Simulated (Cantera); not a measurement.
Charge: 1 mol Si3H8, 4.7 mol HCl, 3.5 mol N2, equilibrated at 10000 Pa.

Equilibrium computed with Cantera from the NASA thermochemical tables; the gas is ideal and each condensed phase is pure. Candidate condensed phases: NH4Cl, Si, Si3N4; 28 gas species. The feed counts by its element totals alone. N2 is the only nitrogen source here; it is nearly inert below about 1500 K, so the nitride shown seldom forms there in practice. The tables' values for SiCl3 are old estimates; treat these amounts as uncertain. Equilibrium is a limit: real reactors are often held back by kinetics, nucleation or transport.

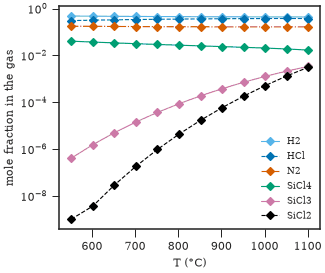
Figure. Equilibrium gas composition (values under 1e-9 drawn at 1e-9)

From 552 °C to 1102 °C the condensed part is Si3N4(s). The main Si-bearing gas is SiCl4 throughout. The share of Si in condensed phases is highest at 1002 °C (92.2 %) and lowest at 552 °C (86.4 %).
